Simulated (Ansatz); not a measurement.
| atom | x (Å) | y (Å) | z (Å) |
| --- | --- | --- | --- |
| S | 0.2963 | -2.3284 | 0.5320 |
| Si | -0.3378 | -0.7670 | -0.8547 |
| Si | 1.7048 | -1.7521 | -1.0359 |
| H | -1.5072 | -1.2313 | -1.6756 |
| H | 2.0660 | -2.8520 | -1.9648 |
| H | 2.9079 | -1.0243 | -0.5664 |

Geometry: B3LYP/6-31G*.

Method: isolated molecule in a Gaussian basis; Kohn-Sham density functional theory, functional PBE0 (Ansatz 0.2.0).

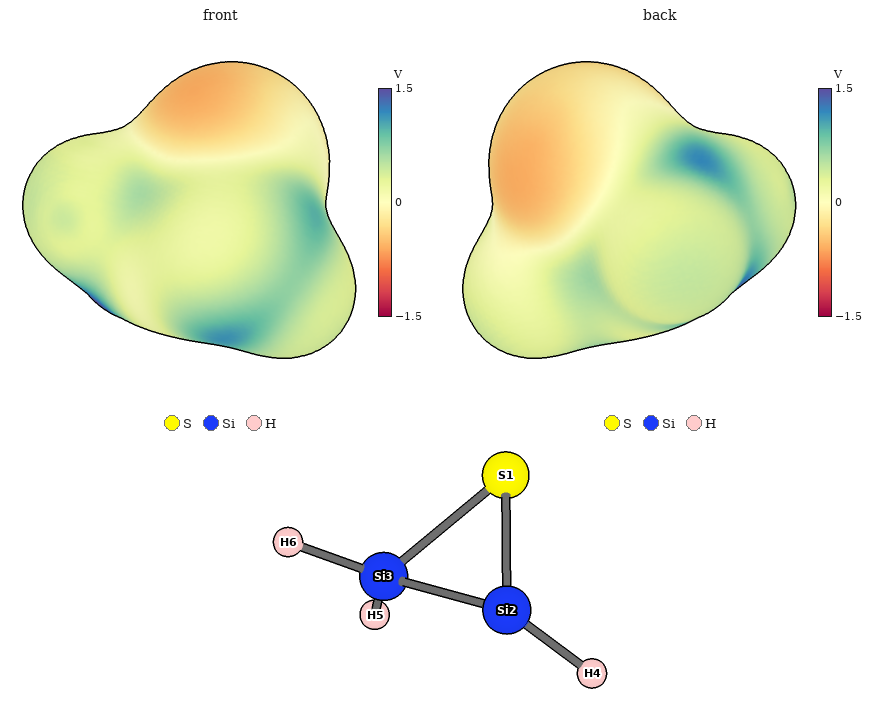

H$_{3}$SSi$_{2}$ (SMILES [SiH]1[SiH2]S1) (doublet). The molecular electrostatic potential painted on the density surface at 0.002 e/bohr³, seen from the front and from behind; the colour scale runs from red (negative) to blue (positive). The bare structure is drawn below in the same view.

Which sites attract a positive test charge, and which a negative one?

Answer. A positive charge is drawn to the negative regions and a negative charge to the positive ones. The most negative region (about −0.6 V) lies over S1, the most positive (about +1.4 V) over Si3.

What dipole moment does the calculation give?

Answer. Its dipole moment is 1.39 D.
